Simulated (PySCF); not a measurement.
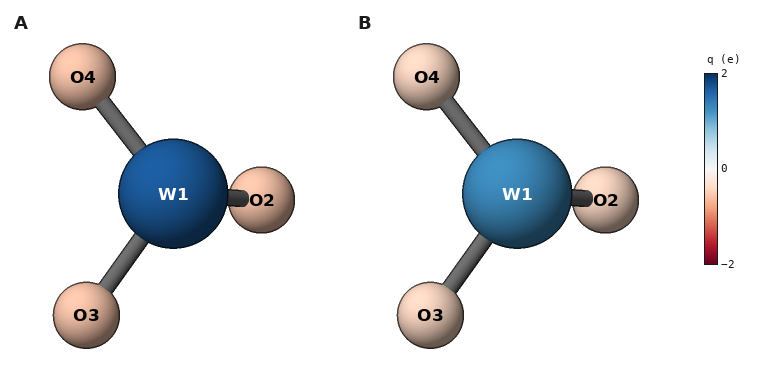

Atomic charges of one calculation by 2 schemes, on one colour scale. The species is neutral and a spin singlet. The computed structure is the end point of a PBE/def2-TZVP with core potentials optimisation. Method: PBE/def2-TZVP, core potentials on W (PySCF 2.14.0).

> The schemes are Mulliken, atomic polar tensor. Which panel shows which?

A atomic polar tensor, B Mulliken.

List the charges (e), one line for each set of equivalent atoms.

```csv
atom,atomic polar tensor,Mulliken
W1,1.67,1.26
"O2, O3, O4",−0.56,−0.42
```

The search tried a few shapes and spins; others may lie lower.
